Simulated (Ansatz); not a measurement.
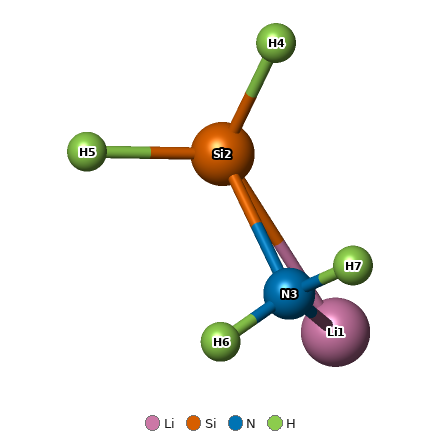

The system is H₄LiNSi (SMILES [Li][SiH2]N) with the probe H2O; the picture shows it without the atoms that are moved over the map. The probe is moved over a plane parallel to the molecule's main plane, 2.85 Å above it. Coordinates scanned: (1) x of the probe's H atom; (2) y of the probe's H atom. Nothing is relaxed (molecule and probe rigid, the probe upright with H nearest the plane). The grid has 17 × 15 points. Points are written as (first, second). Energies: meV, counted from the lowest grid point. The calculation used RKS CAM-B3LYP-D4/def2-SVPD in Ansatz.

Range: x of the probe's H atom from −3.52 to 3.52 Å; y of the probe's H atom from −3.08 to 3.08 Å.

### What will the energy surface look like?

The lowest grid point is at (−2.64 Å, 0.00 Å). It is the only kind of minimum in the scanned range. The highest grid point, (2.20 Å, −0.88 Å), lies 230 meV above the lowest. Near the minimum the curvatures are about 0.021 and 0.05 eV/Å² along the soft and the stiff direction.

```tsv
y of the probe's H atom ↓, x of the probe's H atom →	−3.52	−2.64	−1.76	−0.88	0.00	0.88	1.76	2.64	3.52
3.08	125	133	144	155	158	150	141	138	137
2.64	115	123	138	159	167	154	141	139	139
2.20	101	107	126	159	174	156	142	142	142
1.76	84	85	106	150	173	156	146	148	147
1.32	62	59	79	130	163	156	155	159	155
0.88	41	32	50	104	148	161	172	174	164
0.44	24	11	26	78	134	172	195	192	174
0.00	15	0	11	56	123	183	217	209	182
−0.44	17	0	5	43	111	187	230	219	188
−0.88	27	7	5	33	94	178	228	220	189
−1.32	41	21	12	27	78	161	215	213	186
−1.76	56	37	24	28	70	144	196	200	179
−2.20	70	53	40	40	73	133	178	186	172
−2.64	82	69	57	57	83	129	164	173	164
−3.08	92	83	75	76	96	129	155	163	157
```

The table holds every second grid line.

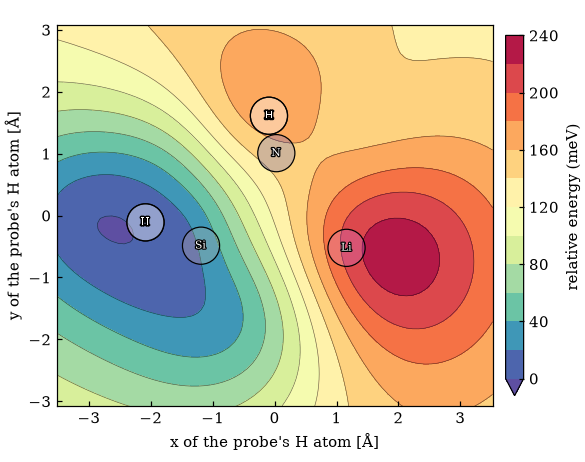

In the figure: filled contours, labelled circles for the molecule's atoms, projected on the plane. Between grid points the surface is interpolated.

Each point was launched as `ansatz run input.yaml --threads 1 --pin off --max-ram 2560MiB --backend cpu --events-out ev --progress --plain --runs-dir out`. Time for the 255 points that were run: 47 min on 1 thread of Arm Neoverse N1 (shared host).
